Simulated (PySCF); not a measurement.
```xyz
10

C     2.0250   -0.0009    0.9543
C     0.8211   -0.0722    0.3780
S    -0.6847    0.3546    1.1649
C    -1.8602    0.0152   -0.1611
H     2.9193   -0.2855    0.3960
H     2.1579    0.3379    1.9855
H     0.7200   -0.4163   -0.6579
H    -1.8459   -1.0456   -0.4505
H    -2.8556    0.2567    0.2361
H    -1.6701    0.6487   -1.0396
```

Geometry: PBE0-D3(BJ)/def2-SVP.

All numbers below come from PBE0/pcSseg-1, SCF density, in a chloroform solvent model, non-relativistic (PySCF 2.14.0).

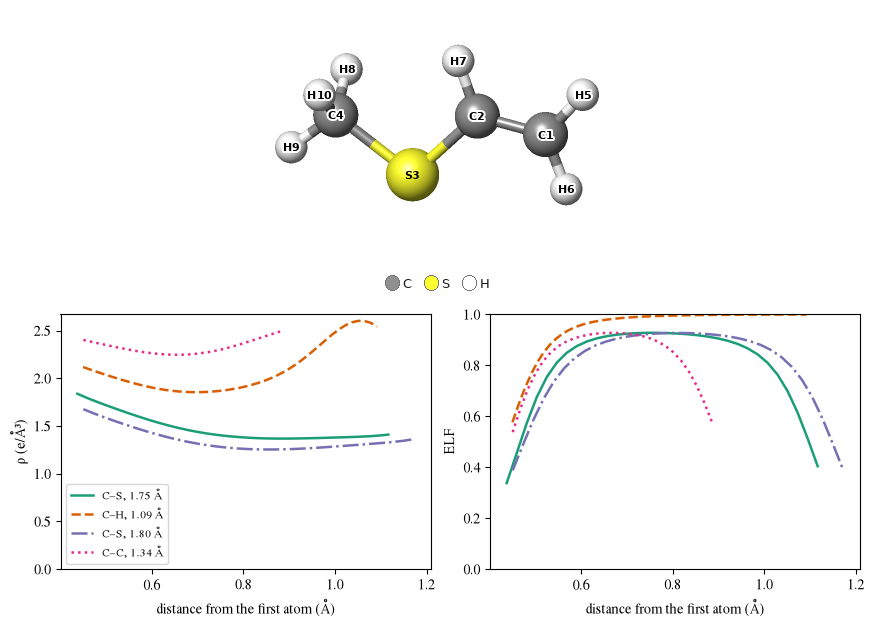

C₃H₆S (SMILES C=CSC). Electron density and electron localisation function along straight lines between neighbouring atoms. The curves leave out the atomic cores. The structure is drawn too.

Q: What can be read from the curves?

A: C–S (1.75 Å): ρ at the midpoint is about 1.4 e/Å³; the ELF peaks at about 0.95 between the atoms; a shared electron pair.
C–H (1.09 Å): the density is about 2 e/Å³ at the midpoint; the ELF climbs to about 1 towards the hydrogen, as it does in any bond to H (a covalent bond by its length).
C–S (1.80 Å): ρ is about 1.3 e/Å³ halfway; the ELF peaks at about 0.95 between the atoms (a covalent bond).
C–C (1.34 Å): ρ is about 2.2 e/Å³ halfway; the ELF peaks at about 0.95 between the atoms (a multiple bond).
